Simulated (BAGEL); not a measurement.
# CH3AlO (SMILES [CH3][Al]=[O]) at HF/6-31G(d) (density fitting with qzvpp-jkfit, spherical functions)

Aim: the vertical ionisation energy of CH3AlO at HF/6-31G* (density fitting with qzvpp-jkfit, spherical functions), from 2 runs. 

The calculation is run with BAGEL 1.2.2.

## (1) The system as given

CH3AlO has 6 atoms, charge 0, and is taken as a singlet. SMILES: `[CH3][Al]=[O]`. The shape is that of a PBE0-D4/def2-TZVP optimisation.

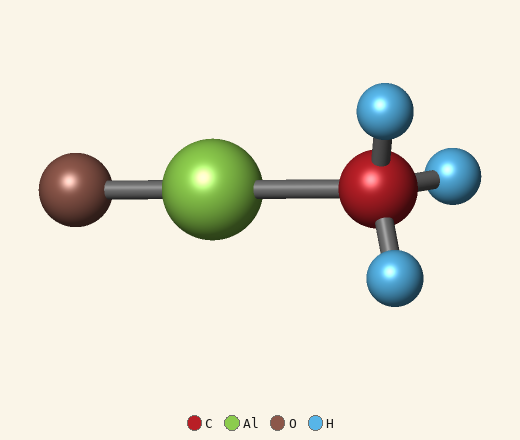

The structure, seen from a chosen angle (carbon red, aluminium green, oxygen brown, hydrogen blue).

## (2) The energy at HF/6-31G(d) (density fitting with qzvpp-jkfit, spherical functions)

Input file hf.json:

```json
{ "bagel" : [

{
  "title" : "molecule",
  "basis" : "6-31gs.json",
  "df_basis" : "qzvpp-jkfit",
  "angstrom" : true,
  "geometry" : [
    { "atom" : "C", "xyz" : [   -0.412500,    0.498200,   -0.315400 ] },
    { "atom" : "Al", "xyz" : [    0.696700,   -0.841400,    0.532500 ] },
    { "atom" : "O", "xyz" : [    1.611700,   -1.946300,    1.232100 ] },
    { "atom" : "H", "xyz" : [    0.065200,    1.479100,   -0.263900 ] },
    { "atom" : "H", "xyz" : [   -1.383600,    0.560900,    0.180800 ] },
    { "atom" : "H", "xyz" : [   -0.577400,    0.249400,   -1.366100 ] }
  ]
},
{
  "title" : "hf"
},
{
  "title" : "print",
  "file" : "orbitals.molden",
  "orbitals" : true
}

]}
```

The basis set 6-31G* is read from a file made from the Basis Set Exchange's data (not shown).

Run with:

```bash
$ BAGEL_NUM_THREADS=1 BAGEL hf.json > hf.out
```

The program printed:

```text
* using 1 threads per process

  ===============================================================
  ===============================================================

  *** Geometry ***

  { "atom" : "C", "xyz" : [     -0.779512,      0.941462,     -0.596020 ] },
  { "atom" : "Al", "xyz" : [      1.316572,     -1.590016,      1.006279 ] },
  { "atom" : "O", "xyz" : [      3.045672,     -3.677974,      2.328332 ] },
  { "atom" : "H", "xyz" : [      0.123210,      2.795094,     -0.498699 ] },
  { "atom" : "H", "xyz" : [     -2.614625,      1.059947,      0.341662 ] },
  { "atom" : "H", "xyz" : [     -1.091128,      0.471298,     -2.581555 ] },

  Number of auxiliary basis functions:      334

  Since a DF basis is specified, we compute 2- and 3-index integrals:
    o Being stored without compression. Storage requirement is 0.007 GB

  Number of basis functions:       52
  Number of electrons      :       30

    * METHOD: MOLECULE                             0.07

  *** RHF ***

  === Nuclear Repulsion ===
    83.9095531779

      * DIIS with orbital gradients will be used.

  === RHF iteration (6-31gs.json) ===
      0       -355.98031414          0.03844017           0.01
      1       -355.63586356          0.06203280           0.01
      2       -356.34598078          0.00347774           0.01
      3       -356.34955578          0.00139663           0.01
      4       -356.35014763          0.00041630           0.01
      5       -356.35022232          0.00009812           0.01
      6       -356.35022946          0.00003339           0.01
      7       -356.35023053          0.00001160           0.01
      8       -356.35023067          0.00000413           0.01
      9       -356.35023069          0.00000096           0.01
     10       -356.35023069          0.00000040           0.01
     11       -356.35023069          0.00000006           0.01
     12       -356.35023069          0.00000002           0.01
     13       -356.35023069          0.00000001           0.01
    * SCF iteration converged.

    * Permanent dipole moment:
           (    1.396622,    -1.686413,     1.067863) a.u.

    * METHOD: HF                                   0.20

    * METHOD: PRINT                                0.01

  ===============================================================
```

Wall time 0.4 s (1 thread of Arm Neoverse V2, shared host).

## (3) The doublet cation

Input file job.json:

```json
{ "bagel": [

{
  "title": "molecule",
  "basis": "6-31gs.json",
  "df_basis": "qzvpp-jkfit",
  "angstrom": true,
  "geometry": [
    { "atom": "C", "xyz": [      -0.412500,       0.498200,      -0.315400 ] },
    { "atom": "Al", "xyz": [       0.696700,      -0.841400,       0.532500 ] },
    { "atom": "O", "xyz": [       1.611700,      -1.946300,       1.232100 ] },
    { "atom": "H", "xyz": [       0.065200,       1.479100,      -0.263900 ] },
    { "atom": "H", "xyz": [      -1.383600,       0.560900,       0.180800 ] },
    { "atom": "H", "xyz": [      -0.577400,       0.249400,      -1.366100 ] }
  ]
},

{
  "title": "uhf",
  "charge": 1,
  "nopen": 1
},

{
  "title": "print",
  "file": "orbitals.molden",
  "orbitals": true
}

]}
```

The basis set 6-31G* is read from a file made from the Basis Set Exchange's data (not shown).

Run with:

```bash
$ BAGEL_NUM_THREADS=1 BAGEL job.json > job.out
```

The program printed:

```text
* using 1 threads per process

  ===============================================================
  ===============================================================

  *** Geometry ***

  { "atom" : "C", "xyz" : [     -0.779512,      0.941462,     -0.596020 ] },
  { "atom" : "Al", "xyz" : [      1.316572,     -1.590016,      1.006279 ] },
  { "atom" : "O", "xyz" : [      3.045672,     -3.677974,      2.328332 ] },
  { "atom" : "H", "xyz" : [      0.123210,      2.795094,     -0.498699 ] },
  { "atom" : "H", "xyz" : [     -2.614625,      1.059947,      0.341662 ] },
  { "atom" : "H", "xyz" : [     -1.091128,      0.471298,     -2.581555 ] },

  Number of auxiliary basis functions:      334

  Since a DF basis is specified, we compute 2- and 3-index integrals:
    o Being stored without compression. Storage requirement is 0.007 GB

  Number of basis functions:       52
  Number of electrons      :       30

    * METHOD: MOLECULE                             0.07

  *** Open-shell HF ***

  === Nuclear Repulsion ===
    83.9095531779

      * DIIS with orbital gradients will be used.

  === UHF iteration (6-31gs.json) ===
      0       -355.56142630          0.07469268           0.02
      1       -354.70548758          0.16097208           0.02
      2       -354.59100942          0.14067365           0.02
      3       -355.95110164          0.01932871           0.02
      4       -356.00443771          0.01113829           0.02
      5       -356.02275324          0.00892674           0.02
      6       -356.04309107          0.00153129           0.02
      7       -356.04364247          0.00067730           0.02
      8       -356.04393275          0.00087549           0.02
      9       -356.04434438          0.00022636           0.02
     10       -356.04441763          0.00006068           0.02
     11       -356.04445694          0.00004320           0.02
     12       -356.04450733          0.00002848           0.02
     13       -356.04452342          0.00000775           0.02
     14       -356.04452371          0.00000441           0.02
     15       -356.04452379          0.00000363           0.02
     16       -356.04452382          0.00000337           0.02
     17       -356.04452383          0.00000346           0.02
     18       -356.04452382          0.00000334           0.02
     19       -356.04452376          0.00000288           0.02
     20       -356.04452377          0.00000261           0.02
     21       -356.04452379          0.00000201           0.02
     22       -356.04452380          0.00000089           0.02
     23       -356.04452380          0.00000035           0.02
     24       -356.04452380          0.00000024           0.02
     25       -356.04452380          0.00000015           0.02
     26       -356.04452380          0.00000007           0.02
     27       -356.04452380          0.00000005           0.02
     28       -356.04452380          0.00000004           0.02
     29       -356.04452380          0.00000003           0.02
     30       -356.04452380          0.00000001           0.02
     31       -356.04452380          0.00000001           0.02
    * SCF iteration converged.

    * S^2 (UHF) is 0.7658

    * Permanent dipole moment:
           (    0.481307,    -0.581035,     0.368067) a.u.

    * METHOD: UHF                                  0.67

    * METHOD: PRINT                                0.01

  ===============================================================
```

Wall time 0.88 s (1 thread of Arm Neoverse V2, shared host).

## (4) What came out

At HF/6-31G* (density fitting with qzvpp-jkfit, spherical functions):

| quantity | value |
| --- | --- |
| singlet CH3AlO: total energy | -356.35023 Eh |
| singlet CH3AlO: dipole moment | 6.19 D |
| singlet CH3AlO: HOMO energy | -10.40 eV |
| singlet CH3AlO: LUMO energy | 1.52 eV |
| singlet CH3AlO: HOMO–LUMO gap | 11.92 eV |
| doublet cation: total energy | -356.04452 Eh |
| doublet cation: ⟨S²⟩ | 0.766 |
| vertical ionisation energy (to the doublet cation) | 8.319 eV |

What this shows: The vertical ionisation energy comes to 8.32 eV (803 kJ/mol). The negative HOMO energy of the first species, 10.40 eV, lies 2.08 eV above that difference.
